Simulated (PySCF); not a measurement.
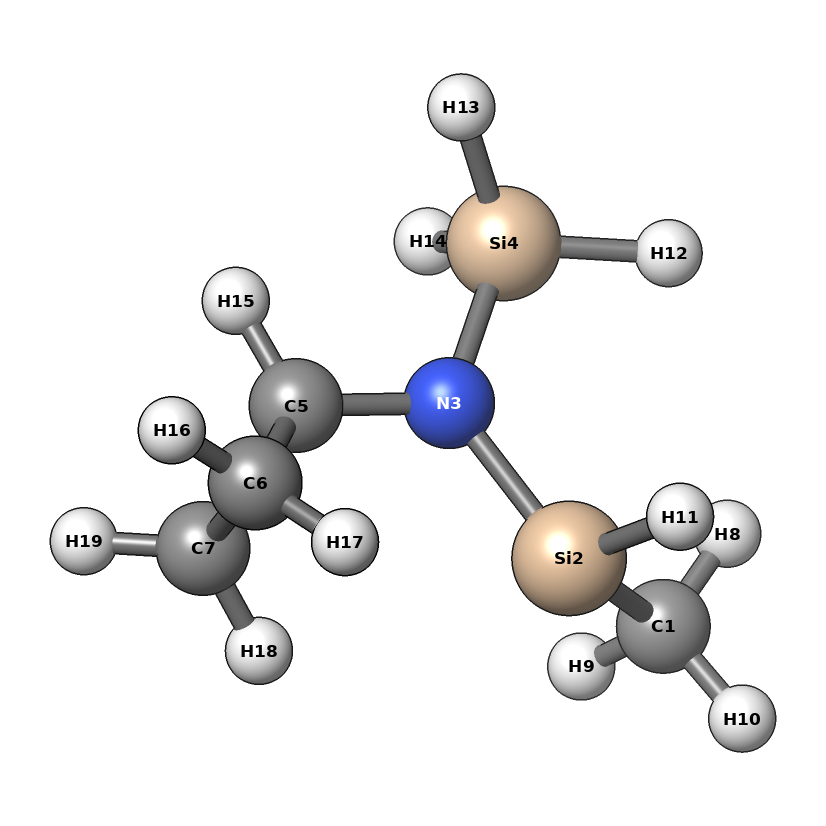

Charge 0, doublet. Computed geometry: GFN2-xTB optimisation. No frequency run is at hand to confirm it as a minimum. Computed with UKS B3LYP, pcH-1 on C H N Si, non-relativistic (PySCF 2.14.0). Fermi-contact and spin-dipolar terms alone, no spin-orbit part.

Question: Which nucleus has the largest dipolar (anisotropic) hyperfine coupling?

Answer: 29Si at Si2: principal values −170.1, 84.1, 86.0 MHz.

List the isotropic and dipolar parts for the most strongly coupled nuclei, one of each equivalent set.

| atom | isotope | a_iso (MHz) | dipolar part (MHz) |
| --- | --- | --- | --- |
| Si2 | 29Si | −511.3 | −170.1, 84.1, 86.0 |
| H18 | 1H | −0.2 | −6.3, −3.3, 9.6 |
| H11 | 1H | 84.8 | −9.1, 0.9, 8.2 |
| H17 | 1H | −0.6 | −5.7, −3.1, 8.8 |
| C1 | 13C | 22.1 | −4.1, −3.7, 7.9 |
| H9 | 1H | 5.9 | −4.3, −2.6, 6.9 |
| H10 | 1H | −0.4 | −4.1, −2.3, 6.4 |
| Si4 | 29Si | −31.4 | −4.5, 2.0, 2.5 |

The geometry is semi-empirical. Around Si such bond lengths and angles can be off by a tenth of an ångström or more and by several degrees, and values that hang on the shape move with them.
